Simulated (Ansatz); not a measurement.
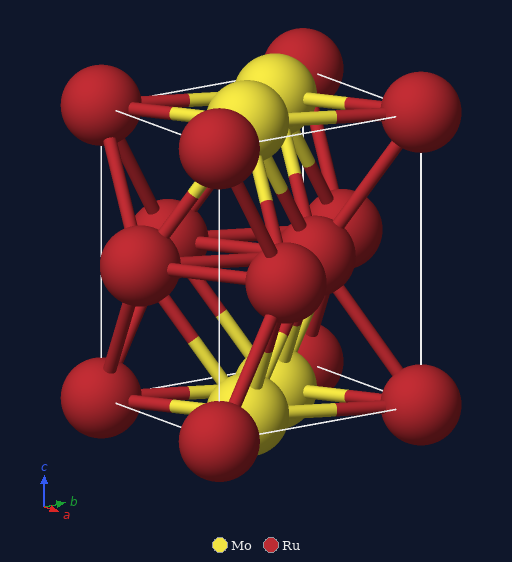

Ball-and-stick representation of a periodic structure, projected slightly off an axis. The outline marks the conventional unit cell.

MoRu2, space group P-62m (No. 189), a = 4.781 Å, b = 4.781 Å, c = 4.374 Å, α = 90.00°, β = 90.00°, γ = 120.00°. The model was built from a structure type filled with these elements by a generator (whether the compound takes this form wasn't checked). Earlier steps of the study, as a rule a relaxation of our own, may have changed the cell and positions, so they can lie some per cent off the listed ones. A calculation with Ansatz used it as input.

This one geometry was computed with Ansatz (DFT, plane waves, PAW) at three levels of theory: PBE, PBEsol and r2SCAN.

### Which level gives the highest pressure at this volume, and what does that say about its equilibrium volume?

Highest: PBE (0.0 GPa), which points to the largest equilibrium volume. Lowest, with the smallest volume: PBEsol (-9.5 GPa). Levels within 0.5 GPa of each other can't be told apart.

### How does the band gap change with the level of theory?

All levels give a metal.

### Collect the results in a table.

| level | cutoff (eV) | k-mesh of the run's cell | gap (eV) | pressure (GPa) |
| --- | --- | --- | --- | --- |
| PBE | 420 | 12×12×8 | metal | 0.0 |
| PBEsol | 420 | 12×12×8 | metal | -9.5 |
| r2SCAN | 500 | 12×12×8 | metal | -5.2 |

Gaps are taken on the k-mesh or band path of each run.
